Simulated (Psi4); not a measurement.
**NO2F (SMILES O=[N+]([O-])F) at revPBE/cc-pVTZ**

Aim: the vertical ionisation energy of NO2F at revPBE/cc-pVTZ, from 2 runs. 

Program for the calculation: Psi4 1.11.

**1. The system as given**

The species is NO2F (4 atoms), meant as a singlet with charge 0. SMILES: `O=[N+]([O-])F`. The coordinates come from a PBE0-D4/def2-TZVP relaxation.

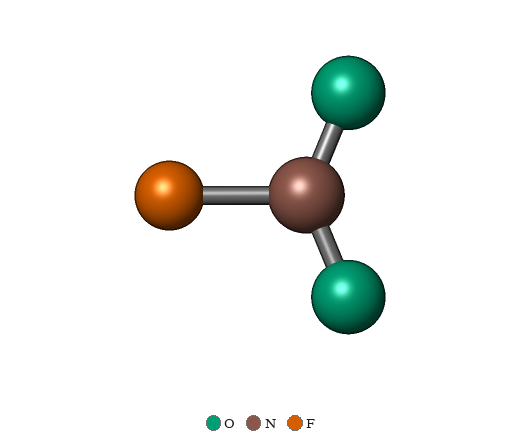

Viewed from a chosen angle; oxygen teal, nitrogen brown, fluorine orange.

**2. Energy and gradient at revPBE/cc-pVTZ**

Contents of input.dat:

```
memory 2200 mb

molecule mol {
  0 1
  O
  N 1 1.169806
  O 2 1.169804 1 135.58531
  F 2 1.442224 3 112.20732 1 179.99855
  symmetry c1
  no_reorient
  no_com
}

set puream true
set e_convergence 1e-09
set d_convergence 1e-08
set scf_type pk
set dft_radial_points 99
set dft_spherical_points 590

E, wfn = gradient('revpbe/cc-pVTZ', return_wfn=True)
```

Started as:

```
$ psi4 -n 1 input.dat output.dat
```

output.dat:

```text
[...]
  Running in c1 symmetry.
[...]
  Nuclear repulsion =  124.476518839972954
[...]
  Multiplicity = 1
[...]
  Nalpha       = 16
  Nbeta        = 16
[...]
    Number of basis functions: 120
[...]
   @RKS iter   1:  -304.78647893203311    1.22112e-01   6.02572e-03 DIIS/ADIIS
[...]
   @RKS iter  11:  -304.94398658153705   -8.89031e-11   7.77798e-09 DIIS
[...]
    Orbital Energies [Eh]
    ---------------------
    Doubly Occupied:
       1A    -24.306366     2A    -18.867193     3A    -18.867188
       4A    -14.318477     5A     -1.258279     6A     -1.102099
       7A     -1.084083     8A     -0.643082     9A     -0.568406
      10A     -0.560854    11A     -0.525006    12A     -0.388980
      13A     -0.373777    14A     -0.352285    15A     -0.345281
      16A     -0.302385
[...]
  @RKS Final Energy:  -304.94398658153705
   => Energetics <=
    Nuclear Repulsion Energy =            124.4765188399729539
    One-Electron Energy =                -666.3830371215201467
    Two-Electron Energy =                 271.3301822573590130
    DFT Exchange-Correlation Energy =     -34.3676505573488811
    Empirical Dispersion Energy =           0.0000000000000000
    VV10 Nonlocal Energy =                  0.0000000000000000
    Total Energy =                       -304.9439865815370467
[...]
 Multipole Moments:
 ------------------------------------------------------------------------------------
     Multipole            Electronic (a.u.)      Nuclear  (a.u.)        Total (a.u.)
 ------------------------------------------------------------------------------------
 L = 1.  Multiply by 2.5417464519 to convert [e a0] to [Debye]
 Dipole X            :         -0.0000151            0.0000226            0.0000075
 Dipole Y            :          0.9714990           -1.0866675           -0.1151685
 Dipole Z            :          0.3966113           -0.4436242           -0.0470129
 Magnitude           :                                                    0.1243945
[...]
  -Total Gradient:
     Atom            X                  Y                   Z
    ------   -----------------  -----------------  -----------------
       1       -0.000001469274     0.000806170131     0.042224945187
       2        0.000003059909    -0.000115853079    -0.000044493509
       3       -0.000001469283     0.030129187614    -0.029598845226
       4       -0.000000120955    -0.030817307807    -0.012580710783
[...]
```

Run time: 23 s. Hardware: 1 thread of Intel Xeon 6975P-C (Granite Rapids), shared host; peak memory 0.75 GiB.

**3. The doublet cation, same level**

Contents of job.json:

```json
{
 "schema_name": "qcschema_input",
 "schema_version": 1,
 "molecule": {
  "schema_name": "qcschema_molecule",
  "schema_version": 2,
  "symbols": ["O", "N", "O", "F"],
  "geometry": [0.35581653, 0.888039, 2.11696569, 0.15064897, -0.13568234, 0.16845019, 0.90060568, -2.01951251, -0.71219998, -1.40707118, 1.26715585, -1.5732159],
  "molecular_charge": 1,
  "molecular_multiplicity": 2,
  "fix_symmetry": "c1"
 },
 "driver": "gradient",
 "model": {
  "method": "revpbe",
  "basis": "cc-pVTZ"
 },
 "keywords": {
  "reference": "uks",
  "puream": true,
  "e_convergence": 1e-09,
  "d_convergence": 1e-08,
  "scf_type": "pk",
  "dft_radial_points": 99,
  "dft_spherical_points": 590,
  "maxiter": 100,
  "scf_properties": ["MULLIKEN_CHARGES", "LOWDIN_CHARGES", "QUADRUPOLE"]
 }
}
```

Started as:

```
$ psi4 --qcschema job.json -n 1 --memory 2200MB
```

stdout, cut to the lines that bear on the results:

```text
[...]
  Running in c1 symmetry.
[...]
  Nuclear repulsion =  124.476506328331524
[...]
  Multiplicity = 2
[...]
  Nalpha       = 16
  Nbeta        = 15
[...]
    Number of basis functions: 120
[...]
   @UKS iter   1:  -304.35268225061594    5.55908e-01   4.99126e-03 ADIIS/DIIS
[...]
   @UKS iter  14:  -304.47819465924465   -3.41061e-13   5.08026e-09 DIIS
[...]
   @S^2 Observed:                7.551350227E-01
[...]
  @UKS Final Energy:  -304.47819465924465
   => Energetics <=
    Nuclear Repulsion Energy =            124.4765063283315243
    One-Electron Energy =                -655.1941985499815928
    Two-Electron Energy =                 260.1490529613423064
    DFT Exchange-Correlation Energy =     -33.9095553989369094
    Empirical Dispersion Energy =           0.0000000000000000
    VV10 Nonlocal Energy =                  0.0000000000000000
    Total Energy =                       -304.4781946592446502
  UHF NO Occupations:
  HONO-2 :   14  A 1.9998050
  HONO-1 :   15  A 1.9980899
[...]
 Multipole Moments:
 ------------------------------------------------------------------------------------
     Multipole            Electronic (a.u.)      Nuclear  (a.u.)        Total (a.u.)
 ------------------------------------------------------------------------------------
 L = 1.  Multiply by 2.5417464519 to convert [e a0] to [Debye]
 Dipole X            :         -0.4526792            0.6708565            0.2181773
 Dipole Y            :          0.4076612           -0.6041481           -0.1964869
 Dipole Z            :         -0.5061254            0.7500699            0.2439445
 Magnitude           :                                                    0.3817294
 L = 2.  Multiply by 1.3450342976 to convert [e a0^2] to [Debye ang]
 Quadrupole XX       :        -37.9241474           25.4173136          -12.5068338
 Quadrupole XY       :         27.6230544          -28.1567101           -0.5336557
[...]
  Mulliken Charges: (a.u.)
   Center  Symbol    Alpha    Beta     Spin     Total
[...]
  -Total Gradient:
     Atom            X                  Y                   Z
    ------   -----------------  -----------------  -----------------
       1       -0.009235414795    -0.014326106603    -0.042540012865
       2        0.029257056373    -0.026351602077     0.032713378836
       3       -0.019444543330     0.040157220902     0.010473122512
       4       -0.000577121378     0.000520508868    -0.000646512652
[...]
```

The result, in JSON:

```text
{
 "driver": "gradient",
 "model": {
  "method": "revpbe",
  "basis": "cc-pVTZ"
 },
 "success": true,
 "return_result": [-0.0092354147953784, -0.014326106602854938, -0.042540012865333376, 0.029257056373398593, -0.02635160207730408, 0.03271337883590658, -0.01944454332953216, 0.04015722090243001, 0.01047312251182031, -0.0005771213775034034, 0.000520508868113001, -0.00064651265210669],
 "properties": {
  "calcinfo_nbasis": 120,
  "calcinfo_nmo": 120,
  "calcinfo_nalpha": 16,
  "calcinfo_nbeta": 15,
  "calcinfo_natom": 4,
  "nuclear_repulsion_energy": 124.47650632833152,
  "return_energy": -304.47819465924465,
  "return_gradient": [-0.0092354147953784, -0.014326106602854938, -0.042540012865333376, 0.029257056373398593, -0.02635160207730408, 0.03271337883590658, -0.01944454332953216, 0.04015722090243001, 0.01047312251182031, -0.0005771213775034034, 0.000520508868113001, -0.00064651265210669],
  "scf_one_electron_energy": -655.1941985499816,
  "scf_two_electron_energy": 260.1490529613423,
  "scf_xc_energy": -33.90955539893691,
  "scf_dipole_moment": [0.2181772969774985, -0.19648689909136552, 0.24394450243552745],
  "scf_total_energy": -304.47819465924465,
  "scf_total_gradient": [-0.0092354147953784, -0.014326106602854938, -0.042540012865333376, 0.029257056373398593, -0.02635160207730408, 0.03271337883590658, -0.01944454332953216, 0.04015722090243001, 0.01047312251182031, -0.0005771213775034034, 0.000520508868113001, -0.00064651265210669],
  "scf_iterations": 14
 }
}
```

It took 30 s on 1 thread of Intel Xeon 6975P-C (Granite Rapids), shared host; peak memory 0.75 GiB.

**4. Outcome**

Level: revPBE/cc-pVTZ.

| quantity | value |
| --- | --- |
| singlet NO2F: total energy | -304.94399 Eh |
| singlet NO2F: dipole moment | 0.32 D |
| singlet NO2F: HOMO energy | -8.23 eV |
| singlet NO2F: LUMO energy | -3.32 eV |
| singlet NO2F: HOMO–LUMO gap | 4.91 eV |
| singlet NO2F: largest force on an atom | 2.172 eV/Å |
| doublet cation: total energy | -304.47819 Eh |
| doublet cation: HOMO energy (highest over α and β) | -18.54 eV |
| doublet cation: LUMO energy (lowest over α and β) | -17.13 eV |
| doublet cation: ⟨S²⟩ | 0.755 |
| doublet cation: largest force on an atom | 2.632 eV/Å |
| vertical ionisation energy (to the doublet cation) | 12.675 eV |

Removing an electron at fixed nuclei costs 12.67 eV (1223 kJ/mol). The largest force (singlet NO2F) is 2.17 eV/Å: the shape isn't a stationary point for this species at this level. The negative HOMO energy of the first species, 8.23 eV, lies 4.45 eV below that difference. Mulliken charges (doublet cation) run from +0.08 on F4 to +0.57 on N2.
